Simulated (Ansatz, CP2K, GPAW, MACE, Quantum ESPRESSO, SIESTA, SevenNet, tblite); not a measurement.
## SIESTA on random rock-salt alloy of NbC and TiC (64 atoms): settings against a plane-wave reference

Wanted: SIESTA inputs and outputs for random rock-salt alloy of NbC and TiC (64 atoms), checked against a plane-wave reference.

Method: the method is named at each step, in SIESTA 5.4.2.

### Step 1. The structure

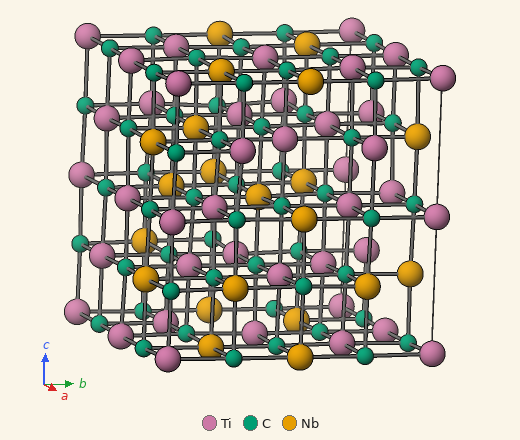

The cell as given, slightly off an axis (titanium pink, carbon teal, niobium orange). Some periodic images of atoms are drawn too.

The cell holds 64 atoms: 20 Ti, 32 C and 12 Nb. Cell: a = 8.762 Å, b = 8.762 Å, c = 8.762 Å, α = 90.0°, β = 90.0°, γ = 90.0°. It derives from NbC (rock-salt), repeated 2×2×2. Rock-salt NbC, 2 x 2 x 2 conventional cells, 20 of 32 Nb sites given to Ti at random (x = 0.625), lattice by Vegard's rule (a = 4.381 Å); not relaxed, displaced by a Gaussian of 0.02 Å. Then every atom was moved at random, 0.02 Å r.m.s. a Cartesian component.

The yardstick, on the same geometry:

| Quantity | Value |
| --- | --- |
| method | Kohn-Sham DFT, PBE, PAW, plane waves (Ansatz 0.2.0); cutoff 420 eV, Γ point, fermi-dirac smearing of 0.05 eV; PAW set soft_2 |
| r.m.s. force component | 0.5164 eV/Å |
| longest force | 2.163 eV/Å |
| pressure | 2.989 GPa |
| spacing of highest filled and lowest empty level | 0.3694 eV |
| SCF cycles | 7 |
| time | 11 s on 4 threads of Arm Neoverse V1, shared host |
| CPU time | 35 s |

### Step 2. PBE, DZP, shift 0.01 Ry, mesh 500 Ry

Method: Kohn-Sham DFT, PBE, PseudoDojo 0.4.1 norm-conserving pseudopotentials (converted to PSML), numerical atomic orbitals (DZP), diagonalisation.

The .psml files are PseudoDojo norm-conserving potentials that we converted to this format, checked against plane waves on the same files for H, C, O, Si, Ge and Ca alone.

input.fdf reads:

```
SystemLabel cell
NumberOfAtoms 64
NumberOfSpecies 3
%block ChemicalSpeciesLabel
  1 22 Ti
  2 6 C
  3 41 Nb
%endblock ChemicalSpeciesLabel
LatticeConstant 1.0 Ang
%block LatticeVectors
  8.76240 0.00000 0.00000
  0.00000 8.76240 0.00000
  0.00000 0.00000 8.76240
%endblock LatticeVectors
PAO.BasisSize DZP
PAO.EnergyShift 0.01 Ry
XC.Functional GGA
XC.Authors PBE
MeshCutoff 500 Ry
%block kgrid_Monkhorst_Pack
  1 0 0 0.0
  0 1 0 0.0
  0 0 1 0.0
%endblock kgrid_Monkhorst_Pack
SolutionMethod diagon
OccupationFunction FD
ElectronicTemperature 580 K
SCF.Mixer.Method Pulay
SCF.Mixer.Weight 0.05
SCF.Mixer.History 8
SCF.Mix Hamiltonian
MaxSCFIterations 300
SCF.DM.Tolerance 1e-04
SCF.H.Tolerance 1.0e-3 eV
WriteForces T
Write.HirshfeldPop T
Write.VoronoiPop T
Write.DM F
Write.H F
XML.Write F
AtomicCoordinatesFormat Fractional
%block AtomicCoordinatesAndAtomicSpecies
  0.00160 0.00252 0.00218 1
  0.25329 0.00012 0.00156 2
  0.99677 0.24866 0.25305 3
  0.25189 0.25325 0.24903 2
  0.25004 0.00196 0.24885 1
  0.99798 0.00572 0.24824 2
  0.24299 0.25425 0.99947 1
  0.00211 0.25113 0.99974 2
  0.99815 0.00079 0.49828 1
  0.25399 0.00541 0.49587 2
  0.00015 0.25545 0.75274 1
  0.25148 0.25488 0.75225 2
  0.25512 0.99832 0.74771 1
  0.99686 0.00548 0.74953 2
  0.25361 0.25202 0.49761 3
  0.99844 0.24405 0.50242 2
  0.00217 0.50223 0.99971 3
  0.24962 0.49836 0.99525 2
  0.99372 0.74957 0.25023 3
  0.24956 0.74559 0.25077 2
  0.25571 0.50485 0.24561 1
  0.99659 0.50675 0.25581 2
  0.24801 0.74800 0.99844 3
  0.99930 0.74902 0.99856 2
  0.00442 0.49713 0.50103 3
  0.24651 0.50055 0.49684 2
  0.00227 0.75411 0.75352 1
  0.25169 0.74882 0.74849 2
  0.24709 0.50207 0.74985 1
  0.00889 0.49942 0.74084 2
  0.24905 0.75431 0.50143 3
  0.99597 0.75446 0.49796 2
  0.49961 0.99679 0.99931 1
  0.75244 0.99625 0.99861 2
  0.50052 0.24442 0.24918 1
  0.74724 0.25373 0.24925 2
  0.74644 0.99677 0.24851 3
  0.50080 0.00528 0.24919 2
  0.75151 0.25060 0.99777 3
  0.49640 0.24500 0.00413 2
  0.49834 0.00324 0.49935 1
  0.74730 0.00183 0.50134 2
  0.50037 0.25013 0.74938 3
  0.74743 0.25491 0.74938 2
  0.75192 0.00266 0.74718 3
  0.49875 0.99584 0.75345 2
  0.74764 0.24569 0.50281 1
  0.49819 0.25372 0.49839 2
  0.50508 0.50113 0.00015 1
  0.74888 0.49976 0.99699 2
  0.50089 0.75177 0.24745 1
  0.74915 0.75191 0.25271 2
  0.75559 0.49970 0.25136 1
  0.50565 0.49599 0.24941 2
  0.75200 0.74665 0.00280 1
  0.49967 0.74905 0.00021 2
[... 4 atom lines left out ...]
  0.75146 0.50084 0.74807 1
  0.49562 0.50103 0.74898 2
  0.74638 0.75558 0.50132 1
  0.49891 0.74977 0.50364 2
%endblock AtomicCoordinatesAndAtomicSpecies
```

The run is started by

```sh
OMP_NUM_THREADS=1 mpirun -np 2 siesta < input.fdf > output.txt
```

Output:

```text
Version         : 5.4.2
reinit: System Name:
reinit: System Label: cell
initatom: Reading input for the pseudopotentials and atomic orbitals ----------
Species number:   1 Atomic number:   22 Label: Ti
Species number:   2 Atomic number:    6 Label: C
Species number:   3 Atomic number:   41 Label: Nb
Ground state valence configuration (from tables):   4s02  4p00  3d02  4f00
Ground state valence configuration (from tables):   2s02  2p02  3d00  4f00
Ground state valence configuration (from tables):   5s01  5p00  4d04  4f00
---- Processing specs for species: Ti
GGA--PBE XC_GGA_X_PBE--XC_GGA_C_PBE pb
Semicore shell(s) with  8 electrons included in the valence for Ti
---- Processing specs for species: C
GGA--PBE XC_GGA_X_PBE--XC_GGA_C_PBE pb
---- Processing specs for species: Nb
GGA--PBE XC_GGA_X_PBE--XC_GGA_C_PBE pb
Semicore shell(s) with  8 electrons included in the valence for Nb
Semicore shell(s): 3s 3p
Fallback to non-perturbative polarization scheme for Ti
Please see the manual if this is not desired in principle
Semicore shell(s): 4s 4p
Fallback to non-perturbative polarization scheme for Nb
Please see the manual if this is not desired in principle
Ti pseudopotential only contains V_ls up to l=2 -- lmxkb reset.
C pseudopotential only contains V_ls up to l=1 -- lmxkb reset.
Nb pseudopotential only contains V_ls up to l=2 -- lmxkb reset.
Using PAO.SplitTailNorm
%block ChemicalSpeciesLabel
    1   22 Ti                      # Species index, atomic number, species label
    2    6 C                       # Species index, atomic number, species label
    3   41 Nb                      # Species index, atomic number, species label
%endblock ChemicalSpeciesLabel
%block PAO.Basis                 # Define Basis set
Ti                    5                    # Species label, number of l-shells
 n=3   0   1                         # n, l, Nzeta
   2.839
   1.000
 n=4   0   2                         # n, l, Nzeta
   7.610      5.692
   1.000      1.000
 n=3   1   1                         # n, l, Nzeta
   3.183
[...]
5.233      3.462
[...]
C                     2                    # Species label, number of l-shells
[...]
n=2   1   2 P   1                   # n, l, Nzeta, Polarization, NzetaPol
[...]
Nb                    5                    # Species label, number of l-shells
[...]
n=5   1   1                         # n, l, Nzeta
   7.969
   1.000
 n=4   2   2                         # n, l, Nzeta
   6.142      4.248
   1.000      1.000
%endblock PAO.Basis
coor:   Atomic-coordinates input format  =     Fractional
siesta: System type = bulk
initatomlists: Number of atoms, orbitals, and projectors:     64  1024   832
siesta: ******************** Simulation parameters ****************************
Total number of electrons:   524.000000
Total ionic charge:   524.000000
 Kpoints in:            1 . Kpoints trimmed:            1
siesta: k-grid: Number of k-points = 1
siesta: k-points from Monkhorst-Pack grid
siesta: k-cutoff (effective) =     4.381 Ang
siesta: k-point supercell and displacements
siesta: k-grid:     1     0     0      0.000
siesta: k-grid:     0     1     0      0.000
siesta: k-grid:     0     0     1      0.000
                     ====================================
                        Single-point calculation
                     ====================================
outcell: Unit cell vectors (Ang):
        8.762400    0.000000    0.000000
        0.000000    8.762400    0.000000
        0.000000    0.000000    8.762400
outcell: Cell vector modules (Ang)   :    8.762400    8.762400    8.762400
outcell: Cell angles (23,13,12) (deg):     90.0000     90.0000     90.0000
outcell: Cell volume (Ang**3)        :    672.7740
Gamma-point calculation with interaction between periodic images
Gamma-point calculation with interaction between periodic images
Some features might not work optimally:
Some features might not work optimally:
e.g. DM initialization from atomic data
e.g. DM initialization from atomic data
new_DM -- step:     1
Initializing Density Matrix...
Attempting to read DM from file... Failed...
DM filled with atomic data:
InitMesh: MESH = 120 x 120 x 120 = 1728000
InitMesh: Mesh cutoff (required, used) =   500.000   518.344 Ry
stepf: Fermi-Dirac step function
        iscf     Eharris(eV)        E_KS(eV)     FreeEng(eV)     dDmax    Ef(eV) dHmax(eV)
   scf:    1   -56585.210757   -57571.519032   -57571.888781  1.653395 -5.653926 19.477143
   scf:    2   -57814.593569   -57699.500501   -57699.746255  0.233560 -5.710813 15.494983
   scf:    3   -57977.421473   -57877.897269   -57877.899385  0.326450 -5.346375  7.314990
[...]
scf:   21   -57900.117898   -57900.117888   -57900.365011  0.000079 -5.706565  0.001070
   scf:   22   -57900.117896   -57900.117892   -57900.365011  0.000037 -5.706610  0.000722
SCF Convergence by DM+H criterion
max |DM_out - DM_in|         :     0.0000372273
max |H_out - H_in|      (eV) :     0.0007221775
SCF cycle converged after 22 iterations
Using DM_out to compute the final energy and forces
siesta: E_KS(eV) =           -57900.1179
siesta: E_KS - E_eggbox =    -57900.1179
siesta: Atomic forces (eV/Ang):
     1    0.579351   -0.144433   -0.752859
     2   -0.530733    0.329537   -0.139078
     3    0.084625    0.167898   -0.113837
[...]
63   -0.136336   -0.433060    0.545953
    64    0.431497    0.388007   -0.521017
----------------------------------------
   Tot   -0.004007   -0.007517    0.041818
----------------------------------------
   Max    1.545016
   Res    0.547072    sqrt( Sum f_i^2 / 3N )
----------------------------------------
   Max    1.545016    constrained
Stress tensor Voigt[x,y,z,yz,xz,xy] (kbar):      -38.91      -39.81      -32.13        0.47       -6.19        2.10
(Free)E + p*V (eV/cell)   -57884.8493
Target enthalpy (eV/cell)   -57900.3650
siesta: Program's energy decomposition (eV):
siesta: Ebs     =    -14094.159178
siesta: Eions   =     91508.397071
siesta: Ena     =     18874.528363
siesta: Ekin    =     22068.676600
siesta: Enl     =      2760.232747
siesta: DEna    =       739.708431
siesta: DUscf   =        46.909703
siesta: Ex      =    -10078.703021
siesta: Ec      =      -803.073644
siesta: Exc     =    -10881.776664
siesta: Eharris =    -57900.117896
siesta: Etot    =    -57900.117892
siesta: FreeEng =    -57900.365011
siesta: Final energy (eV):
siesta:  Band Struct. =  -14094.159178
siesta:       Kinetic =   22068.676600
siesta:       Hartree =    8567.337325
siesta:         Exch. =  -10078.703021
siesta:         Corr. =    -803.073644
siesta:   Exch.-corr. =  -10881.776664
siesta:  Ion-electron =  -42718.538264
siesta:       Ion-ion =  -34935.816888
siesta:         Total =  -57900.117892
siesta:         Fermi =      -5.706610
siesta: Stress tensor (static) (eV/Ang**3):
siesta:    -0.024286    0.001313   -0.003862
siesta:     0.001313   -0.024846    0.000293
siesta:    -0.003862    0.000293   -0.020055
siesta: Cell volume =        672.774038 Ang**3
siesta: Pressure (static):
siesta:                Solid            Molecule  Units
siesta:           0.00025118         -0.00009332  Ry/Bohr**3
siesta:           0.02306226         -0.00856824  eV/Ang**3
siesta:          36.94981446        -13.72782951  kBar
    Orbital volume contribution        =          47.332961 eV
    (Free)E + p_basis*V_orbitals       =      -57853.032051 eV
    (Free)Eharris+ p_basis*V_orbitals  =      -57853.032055 eV
Hirshfeld Atomic Populations:
Atom #   charge [q] valence [e]  Species
     1     0.180852   11.819148  Ti
     2    -0.292119    4.292119  C
     3     0.517896   12.482104  Nb
     4    -0.312563    4.312563  C
     5     0.191105   11.808895  Ti
     6    -0.341276    4.341276  C
     7     0.219590   11.780410  Ti
[...]
15     0.530885   12.469115  Nb
[...]
17     0.531033   12.468967  Nb
[...]
--------------------
 Total    -0.000077
Voronoi Atomic Populations:
Atom #   charge [q] valence [e]  Species
[...]
45     0.788220   12.211780  Nb
[...]
57     0.775956   12.224044  Nb
[...]
61     0.335855   11.664145  Ti
    62    -0.473594    4.473594  C
    63     0.333550   11.666450  Ti
    64    -0.474174    4.474174  C
--------------------
 Total    -0.000077
```

It took 6.5 min on 2 MPI ranks of Arm Neoverse V1, shared host; peak memory 2 GiB; 13 min of CPU time.

Banners, paths, timers and routine set-up lines are dropped from the logs unmarked, and long logs keep their key lines alone; longer cuts are marked.

Compared with the plane-wave run:

```
r.m.s. force component                  : 0.5471 eV/Å
r.m.s. difference of force components   : 108.3 meV/Å
longest difference of force vectors     : 429.5 meV/Å
force difference over r.m.s. force      : 20.97 %
slope of forces against the reference's : 1.039
correlation of force components         : 0.9809
pressure                                : 3.695 GPa
pressure difference                     : 0.7064 GPa
```

Length of the force difference by element (eV/Å):

| element | atoms | mean | most |
| --- | --- | --- | --- |
| C | 32 | 0.20 | 0.43 |
| Nb | 12 | 0.15 | 0.30 |
| Ti | 20 | 0.13 | 0.22 |

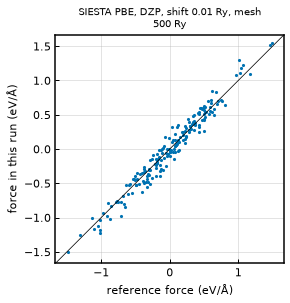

Force components against those of the reference; the line marks equality.

A closer look about C30, which bears the longest force: 9 atoms, nearest first, numbered in the order of the input, with positions taken from that point.

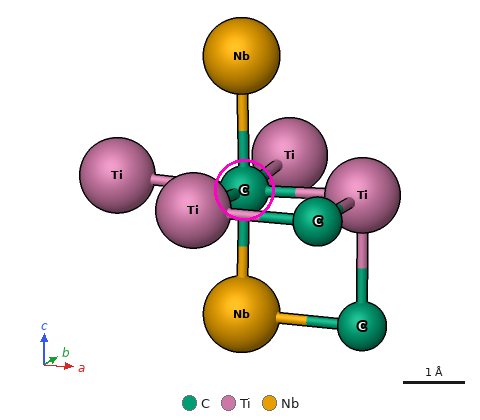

The atoms of the table, within 3.0 Å (arrows a, b, c point along x, y, z); some may hide others; the central atom is ringed.

| atom | x | y | z | distance (Å) | bonds | Hirshfeld charge (e) | Fx | Fy | Fz (eV/Å) |
| --- | --- | --- | --- | --- | --- | --- | --- | --- | --- |
| C30 | 0.00 | 0.00 | 0.00 | 0.00 | 6 | -0.32 | -1.50 | 0.57 | 1.55 |
| Ti29 | 2.09 | 0.02 | 0.08 | 2.09 | 6 | 0.17 | 1.11 | -0.20 | -0.10 |
| Nb25 | -0.04 | -0.02 | -2.10 | 2.10 | 6 | 0.54 | -1.00 | 0.54 | 0.00 |
| Ti11 | -0.08 | -2.14 | 0.10 | 2.14 | 6 | 0.19 | -0.01 | -1.17 | -0.30 |
| Ti27 | -0.06 | 2.23 | 0.11 | 2.24 | 6 | 0.19 | -1.01 | -0.10 | -0.39 |
| Ti61 | -2.26 | 0.01 | 0.06 | 2.26 | 6 | 0.19 | 0.13 | 0.54 | -0.04 |
| Nb17 | -0.06 | 0.02 | 2.27 | 2.27 | 6 | 0.53 | -0.16 | -0.22 | -0.31 |
| C26 | 2.08 | 0.01 | -2.14 | 2.98 | 6 | -0.35 | 0.72 | 0.10 | 0.13 |
| C12 | 2.13 | -2.14 | 0.10 | 3.02 | 6 | -0.31 | -0.39 | -0.53 | 0.02 |

Forces lie 21 % from the reference's, at 23 times its CPU time (on 2 against 4 cores).

### Step 3. PBE, SZP, shift 0.01 Ry, mesh 500 Ry

Method: Kohn-Sham DFT, PBE, PseudoDojo 0.4.1 norm-conserving pseudopotentials (converted to PSML), numerical atomic orbitals (SZP), diagonalisation.

Changes to input.fdf since step 2:

```diff
@@ -14,3 +14,3 @@
 %endblock LatticeVectors
-PAO.BasisSize DZP
+PAO.BasisSize SZP
 PAO.EnergyShift 0.01 Ry
```

Output:

```text
Version         : 5.4.2
reinit: System Name:
reinit: System Label: cell
initatom: Reading input for the pseudopotentials and atomic orbitals ----------
Species number:   1 Atomic number:   22 Label: Ti
Species number:   2 Atomic number:    6 Label: C
Species number:   3 Atomic number:   41 Label: Nb
Ground state valence configuration (from tables):   4s02  4p00  3d02  4f00
Ground state valence configuration (from tables):   2s02  2p02  3d00  4f00
Ground state valence configuration (from tables):   5s01  5p00  4d04  4f00
---- Processing specs for species: Ti
[... lines left out ...]
        iscf     Eharris(eV)        E_KS(eV)     FreeEng(eV)     dDmax    Ef(eV) dHmax(eV)
[... lines left out ...]
SCF Convergence by DM+H criterion
[... lines left out ...]
SCF cycle converged after 21 iterations
[... lines left out ...]
   Max    1.632857
[... lines left out ...]
   Max    1.632857    constrained
Stress tensor Voigt[x,y,z,yz,xz,xy] (kbar):      -36.71      -37.15      -29.03        0.64       -6.30        2.37
[... lines left out ...]
siesta: FreeEng =    -57893.800355
[... lines left out ...]
siesta:         Fermi =      -5.730385
[... lines left out ...]
siesta:     0.001480   -0.023188    0.000401
siesta:    -0.003930    0.000401   -0.018119
siesta: Cell volume =        672.774038 Ang**3
siesta: Pressure (static):
siesta:                Solid            Molecule  Units
siesta:           0.00023315         -0.00011519  Ry/Bohr**3
siesta:           0.02140721         -0.01057669  eV/Ang**3
siesta:          34.29813347        -16.94572410  kBar
    Orbital volume contribution        =          39.164287 eV
    (Free)E + p_basis*V_orbitals       =      -57854.636068 eV
    (Free)Eharris+ p_basis*V_orbitals  =      -57854.636090 eV
Hirshfeld Atomic Populations:
Atom #   charge [q] valence [e]  Species
     1     0.176228   11.823772  Ti
     2    -0.288594    4.288594  C
     3     0.515658   12.484342  Nb
     4    -0.308962    4.308962  C
     5     0.186432   11.813568  Ti
     6    -0.336699    4.336699  C
     7     0.214645   11.785355  Ti
[...]
15     0.528582   12.471418  Nb
[...]
17     0.528316   12.471684  Nb
[...]
--------------------
 Total    -0.000049
Voronoi Atomic Populations:
Atom #   charge [q] valence [e]  Species
[...]
45     0.786255   12.213745  Nb
[...]
57     0.774836   12.225164  Nb
[...]
61     0.331767   11.668233  Ti
    62    -0.470333    4.470333  C
    63     0.329889   11.670111  Ti
    64    -0.472504    4.472504  C
--------------------
 Total    -0.000049
```

Wall time 4.7 min (2 MPI ranks); peak memory 1.8 GiB; 9.3 min of CPU time.

Compared with the plane-wave run:

```
r.m.s. force component                  : 0.5727 eV/Å
r.m.s. difference of force components   : 147.7 meV/Å
longest difference of force vectors     : 607.2 meV/Å
force difference over r.m.s. force      : 28.59 %
slope of forces against the reference's : 1.074
correlation of force components         : 0.9685
pressure                                : 3.43 GPa
pressure difference                     : 0.4412 GPa
```

This is a coarse setting, run to see what it loses.

Against the first run (21 %), the force difference from the reference is 29 %, at 0.72 times the CPU time, with 704 basis functions against 1024: the smaller basis costs accuracy.

(Continued in part 2 of 2.)

[Also dropped from logs without a mark: logging warnings of Python, and SIESTA's first energy breakdown and zero terms.]

[Logs are printed without paths, hosts, clocks, repeated set-up lines and the standing remarks that a program may print on its own settings, such as how far it seeks lower states.]

[Hosts, paths, dates, database ids (printed as entryN), source tags and the programs' standing remarks are cut or masked in the printed files.]
